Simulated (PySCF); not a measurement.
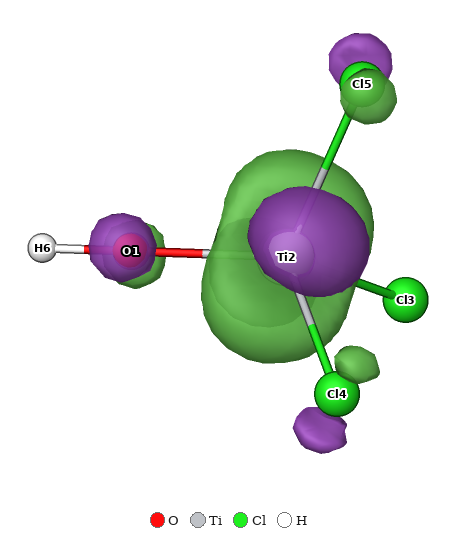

Figure 1: Cl3HOTi, SMILES `O[Ti](Cl)(Cl)Cl`. Intrinsic bond orbitals (IBO), occupied and valence-virtual; each surface holds about 70 % of the orbital's density. Energies are diagonal elements of the Fock matrix.

Computed with PySCF, B3LYP/def2-SVP, geometry: GFN2-xTB. This is a single-reference result, which may miss multireference character in this system. No frequency check shows the geometry to be a minimum. GFN2-xTB bond lengths at metals and heavier atoms can be off by up to 0.1 Å and shapes distorted, which carries into these values.

The calculation's input:

```python
import numpy as np
from pyscf import gto, scf, dft, lo
from pyscf.data.elements import chemcore

def solve(mol, dm0=None, hcore=None):
    mf = (dft.UKS if mol.spin else dft.RKS)(mol, xc='b3lyp')
    mf.grids.level = 3
    mf = mf.density_fit(auxbasis='def2-universal-jkfit')
    mf.conv_tol, mf.max_cycle = 1e-8, 80
    if hcore is not None:
        mf.get_hcore = lambda *args: hcore
    mf.kernel(dm0)
    if not mf.converged:
        mf = mf.newton().run(mf.mo_coeff, mf.mo_occ, max_cycle=30)
    assert mf.converged, 'SCF not converged'
    return mf

mol = gto.M(atom='''
O     -0.00451    -0.00134    -2.02598
Ti    -0.00039     0.00004    -0.35924
Cl     0.73045     1.78820     0.52974
Cl     1.18492    -1.52541     0.53023
Cl    -1.91230    -0.26214     0.53394
H     -0.00765    -0.00139    -2.98531
''', basis='def2-svp', charge=0, spin=0, verbose=4)
mf = solve(mol)
occ_all = mf.mo_coeff[:, mf.mo_occ > 0]
occ = occ_all[:, chemcore(mol):]
loc = lo.ibo.ibo(mol, occ, iaos=lo.iao.iao(mol, occ_all))
fock, s = mf.get_fock(), mf.get_ovlp()
ortho = lo.orth_ao(mol, 'meta_lowdin')
ortho = lo.vec_lowdin(lo.iao.iao(mol, occ_all), s)
labels = lo.iao.reference_mol(mol).ao_labels(fmt=None)
vir = lo.vvo.livvo(mol, occ_all, mf.mo_coeff[:, mf.mo_occ == 0])
both = np.hstack([loc, vir])
p = (ortho.T @ s @ both) ** 2
pop = np.array([p[[l[0] == a for l in labels]].sum(0) for a in range(mol.natm)])
spd = np.array([[p[[l[0] == a and l[2][-1] == k for l in labels]].sum(0) for k in 'spd'] for a in range(mol.natm)])
eps = np.einsum('pi,pq,qi->i', both, fock, both)
for i in np.argsort(eps):
    top = np.argsort(-pop[:, i])[:3]
    print('%3d %s %9.4f Eh ' % (i + 1, 'occ' if i < loc.shape[1] else 'vir', eps[i]), '  '.join('%s%d %.3f' % (mol.atom_symbol(a), a + 1, pop[a, i]) for a in top))
np.savez('result.npz', c=both, nocc=loc.shape[1], pop=pop, spd=spd, eps=eps, e=mf.e_tot)
```

Run with:

```sh
OMP_NUM_THREADS=1 python input.py
```

The run took 12 s on 1 thread of Intel(R) Xeon(R) Platinum 8488C (Sapphire Rapids) (shared host), peak memory 0.46 GiB.

> What does this orbital represent?

Empty orbital mainly on Ti2 (Ti2 79 %, Cl5 7 %, Cl4 6 %; −2.4 eV).
